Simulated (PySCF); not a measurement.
C$_{5}$H$_{11}$F$_{2}$NSi: NMR shielding calculation

- system: C$_{5}$H$_{11}$F$_{2}$NSi
- method: GIAO PBE0/pcSseg-1 NMR shielding, non-relativistic, gas phase (PySCF 2.14.0)

The geometry comes from this level: GFN2-xTB. It belongs to a series of runs on one base structure; here: H on Si replaced by NMe2. Figures and captions count atoms from 1; the log counts them from 0 in places.

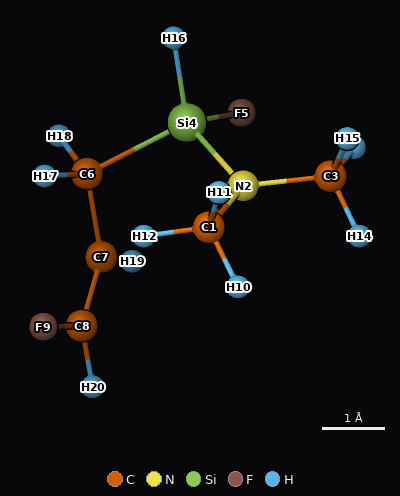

Fig. 1: The structure as given in the input (ball-and-stick view, seen at a tilt; atoms are numbered from 1 in the order of the input).

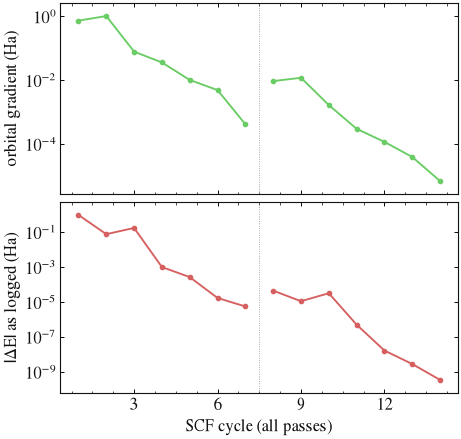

Fig. 2: Convergence of the self-consistent field: orbital gradient and size of the energy change against the SCF cycle. The dotted line marks the change from a coarse to the final integration grid. The first 7 cycles use a coarse grid, the final grid takes over at cycle 8, and the field converges after 14 cycles in all.

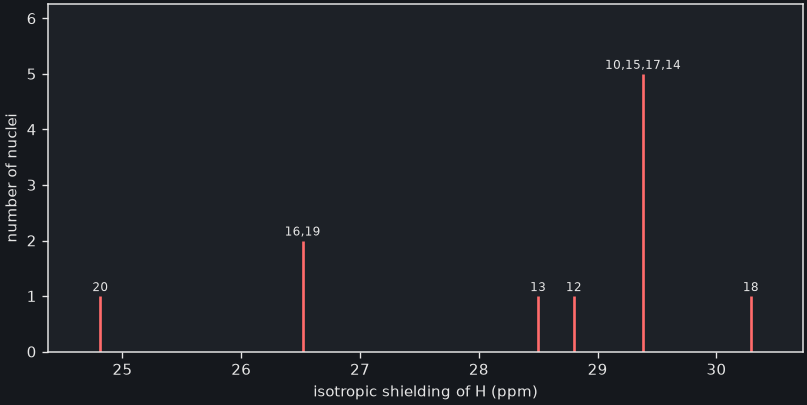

Fig. 3: Isotropic shieldings of the hydrogen nuclei in this fixed geometry, labelled by atom number; shielding grows to the right, so chemical shift grows to the left. The least shielded is H20 (24.8 ppm), the most shielded H18 (30.3 ppm).

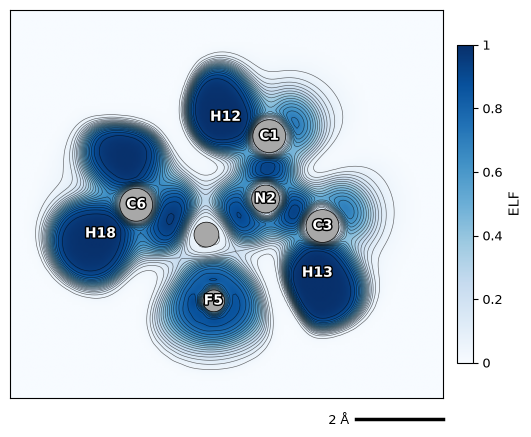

Fig. 4: ELF on the plane of atoms N2, C3 and H13. Grey discs, where drawn, cover atomic cores. Atoms in the plane: C, N, F and H. C–N (1.45 Å): the ELF peaks at about 0.90 between the atoms (a shared electron pair). C–H (1.08 Å): the ELF climbs to about 1 towards the hydrogen, as it does in any bond to H; a covalent bond by its length.

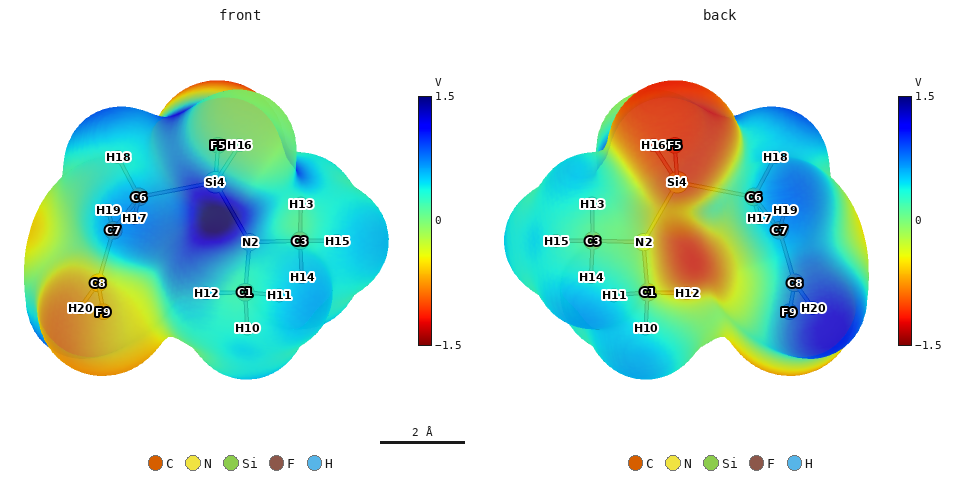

Fig. 5: The electrostatic potential painted on the density surface at 0.002 e/bohr³, seen face on and from behind; red is negative and blue positive. A positive charge is drawn to the negative regions and a negative charge to the positive ones.

These pictures come from the run below.

Input:
```
{"job": {"kind": "nmr", "xc": "PBE0", "basis": "pcSseg-1"}, "charge": 0, "multiplicity": 1}
C     -1.245131     1.248452    -0.164434
N     -1.140860    -0.190710    -0.073651
C     -2.301941    -0.854670    -0.624435
Si    -0.146944    -0.975125     1.074921
F     -0.022917    -2.491161     0.525014
C      1.604009    -0.223100     1.073043
C      2.157895    -0.146682    -0.304106
C      2.340611     0.965287    -0.991773
F      2.062713     2.185012    -0.474013
H     -1.381284     1.539386    -1.209057
H     -2.099308     1.625882     0.409254
H     -0.341733     1.717286     0.210837
H     -2.164756    -1.930717    -0.583071
H     -2.432870    -0.554750    -1.666722
H     -3.212640    -0.594402    -0.074105
H     -0.645393    -1.162013     2.438318
H      1.603982     0.762380     1.534181
H      2.238678    -0.868409     1.680185
H      2.398168    -1.080961    -0.786454
H      2.724573     1.039695    -1.996968
```

The first line tells a small driver script what to run in PySCF; the rest is the geometry in Å.

Launch command:
```bash
OMP_NUM_THREADS=1 python <driver script> task.json out
```

The program's output:
```
coarse grid: 17112 points
cycle   1  E = -740.3070856954  dE =  9.609e-01  |g| = 7.304e-01  |ddm| = 3.918e+00
cycle   2  E = -740.2311847104  dE =  7.590e-02  |g| = 1.017e+00  |ddm| = 1.308e+00
cycle   3  E = -740.4038007469  dE = -1.726e-01  |g| = 7.788e-02  |ddm| = 7.882e-01
cycle   4  E = -740.4047961167  dE = -9.954e-04  |g| = 3.563e-02  |ddm| = 8.554e-02
cycle   5  E = -740.4050591301  dE = -2.630e-04  |g| = 1.006e-02  |ddm| = 3.456e-02
cycle   6  E = -740.4050759621  dE = -1.683e-05  |g| = 4.839e-03  |ddm| = 1.157e-02
cycle   7  E = -740.4050814342  dE = -5.472e-06  |g| = 4.108e-04  |ddm| = 3.959e-03
final grid: 161264 points
cycle   8  E = -740.4674693053  dE = -4.426e-05  |g| = 9.251e-03  |ddm| = 2.807e-02
cycle   9  E = -740.4674583573  dE =  1.095e-05  |g| = 1.179e-02  |ddm| = 1.782e-02
cycle  10  E = -740.4674897318  dE = -3.137e-05  |g| = 1.645e-03  |ddm| = 1.045e-02
cycle  11  E = -740.4674902268  dE = -4.950e-07  |g| = 2.952e-04  |ddm| = 1.415e-03
cycle  12  E = -740.4674902431  dE = -1.630e-08  |g| = 1.148e-04  |ddm| = 3.130e-04
cycle  13  E = -740.4674902458  dE = -2.758e-09  |g| = 3.862e-05  |ddm| = 1.113e-04
cycle  14  E = -740.4674902462  dE = -3.390e-10  |g| = 6.795e-06  |ddm| = 3.349e-05
converged SCF energy = -740.4674902462

GIAO shielding tensors (ppm)
atom      isotropic    diamagn.    paramagn.     s11        s22        s33       span
  0 C      149.035     247.511     -98.476    125.946    135.920    185.238     59.293
  1 N      236.489     329.003     -92.514    204.251    242.808    262.408     58.157
  2 C      148.714     243.266     -94.552    123.043    136.277    186.823     63.780
  3 Si     355.579     881.209    -525.630    314.400    366.236    386.102     71.702
  4 F      363.004     471.647    -108.643    319.374    376.306    393.333     73.959
  5 C      171.478     255.968     -84.490    149.450    176.959    188.027     38.576
  6 C       74.087     259.447    -185.360    -35.180     95.400    162.042    197.221
  7 C       30.027     247.436    -217.408    -63.960     74.616     79.427    143.387
  8 F      303.802     476.862    -173.060    205.929    280.700    424.776    218.847
  9 H       29.341      31.871      -2.530     25.830     26.576     35.618      9.789
 10 H       29.418      30.449      -1.031     24.863     26.912     36.480     11.617
 11 H       28.800      33.552      -4.752     23.195     28.970     34.235     11.040
 12 H       28.499      29.529      -1.029     22.782     28.216     34.500     11.718
 13 H       29.395      29.533      -0.138     24.771     27.140     36.273     11.502
 14 H       29.371      28.153       1.219     24.649     26.691     36.773     12.124
 15 H       26.495      30.165      -3.671     23.449     23.742     32.293      8.844
 16 H       29.387      32.977      -3.590     26.226     28.687     33.248      7.022
 17 H       30.290      29.970       0.320     25.930     27.538     37.401     11.471
 18 H       26.539      32.313      -5.774     24.408     25.658     29.551      5.143
 19 H       24.814      29.074      -4.260     22.116     24.946     27.380      5.264
```

Key numbers:

| quantity | value |
| --- | --- |
| outcome | converged |
| total energy | −740.467490 hartree |
| HOMO | −6.57 eV |
| LUMO | 0.35 eV |
| dipole moment | 0.87 D |
| isotropic shielding, C | 30.0 to 171.5 ppm |
| isotropic shielding, N | 236.5 ppm |
| isotropic shielding, Si | 355.6 ppm |
| isotropic shielding, F | 303.8 to 363.0 ppm |
| isotropic shielding, H | 24.8 to 30.3 ppm |
| hardware | 1 CPU thread, shared host |
| wall time | 48 s |
| peak memory | 1 GiB |
